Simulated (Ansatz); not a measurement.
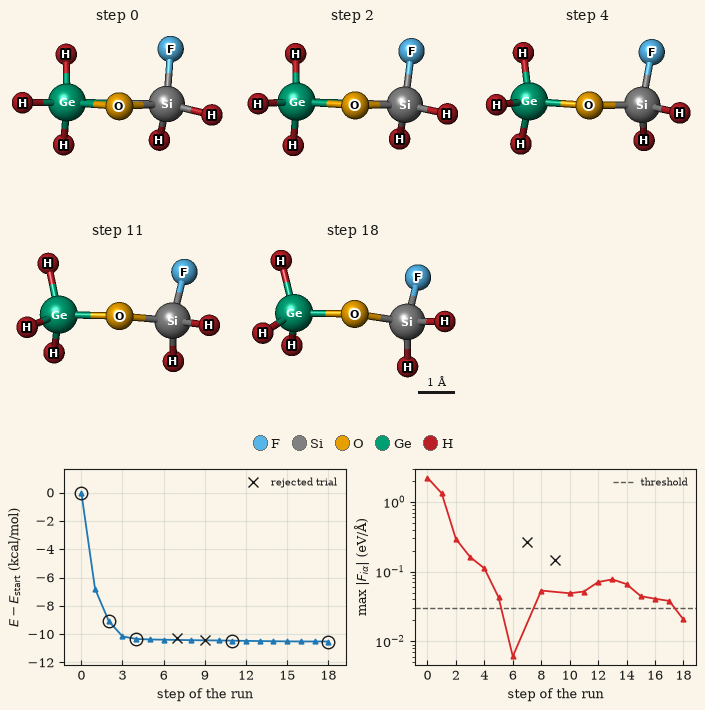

Frames of a relaxation of GeSiH5OF (coarse preliminary run), marked on the history of the run. Style: ball-and-stick. Shown face on.

The start comes from a force field.

All numbers below come from RKS PBE-D4/def2-SVP in Ansatz. (force threshold 0.03 eV/Å; at most 200 steps)

### Describe the path.

Over 16 accepted moves (18 points after the start) the energy falls by 10.5 kcal/mol. Largest force component: 2.2 eV/Å at the start, 0.021 eV/Å at the end. The line search rejected the trial steps at points 7, 9 of the run. The forces were under the threshold at step 6, but the run went on from there. An H atom moves most after the best rigid fit: 0.73 Å. By element the largest moves are H 0.73 Å, F 0.63 Å, O 0.46 Å, Ge 0.25 Å, Si 0.17 Å. Near-neighbour distances that change, for instance: Ge–Si 2.787 → 3.167 Å, O–Si 1.747 → 1.656 Å, Ge–H 1.504 → 1.553 Å, F–Si 1.682 → 1.639 Å. Among the angles between lasting bonds that change: Si–O–Ge 103.1° → 132.0°, H–Ge–H 106.8° → 111.8°, H–Si–H 108.6° → 113.2°. Groups turn about Ge–O by about 30°. From step 0 to 2: the O atom moves most (0.21 Å), energy −9.08 kcal/mol. From step 2 to 4: an H atom moves most (0.27 Å), energy −1.26 kcal/mol. From step 4 to 11: an H atom moves most (0.26 Å), energy −0.12 kcal/mol. From step 11 to 18: an H atom moves most (0.24 Å), energy −0.06 kcal/mol.
